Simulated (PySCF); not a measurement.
C₇H₉BSi

The calculation's input:

```
{"job": {"kind": "nmr", "xc": "PBE0", "basis": "pcSseg-1"}, "charge": 0, "multiplicity": 1}
C     -2.939361     1.857218    -0.908223
C     -2.001280     1.256021    -0.458268
C     -0.917393     0.506886     0.038758
C      0.138177     0.998409     0.714656
C      1.162892    -0.036332     1.042042
Si     2.682627     0.286393    -0.096160
B      0.488848    -1.381086     0.617965
C     -0.816993    -0.954975    -0.120240
C     -1.720793    -1.690374    -0.778629
H     -3.750499     2.401884    -1.289812
H      0.265256     2.038487     0.973342
H      1.539995     0.053621     2.062601
H      2.293971     0.170145    -1.502715
H      3.155371     1.648806     0.167881
H      3.741248    -0.674122     0.219620
H      0.871031    -2.465034     0.815085
H     -2.589912    -1.250663    -1.246787
H     -1.611944    -2.758968    -0.869437
```

Launched as:

```sh
OMP_NUM_THREADS=1 python probes_run.py task.json out
```

Geometry: GFN2-xTB.

Computed with PBE0/pcSseg-1, SCF density, gas phase, non-relativistic in PySCF 2.14.0.

What can the converged electron density and electron localisation function tell about the bonding?

C–C (1.20 Å): ρ at the midpoint is about 2.7 e/Å³; the ELF peaks at about 0.85 between the atoms: a short, multiple covalent bond.
C–B (1.56 Å): the density is about 1.4 e/Å³ at the midpoint; the ELF peaks at about 1 between the atoms, as expected for a covalent bond.
C–H (1.05 Å): ρ at the midpoint is about 2.1 e/Å³; the ELF climbs to about 1 towards the hydrogen, as it does in any bond to H; an ordinary covalent bond to hydrogen.
C–C (1.34 Å): the density is about 2.3 e/Å³ at the midpoint; the ELF peaks at about 0.95 between the atoms (a short, multiple covalent bond).

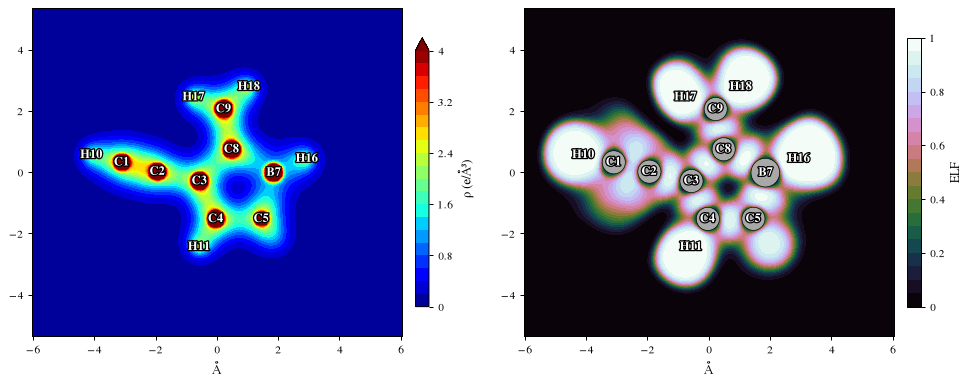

Computed electron density and electron localisation function on the plane of atoms B7, C8 and C9, in this order. Grey discs cover the atomic cores in the ELF map. 
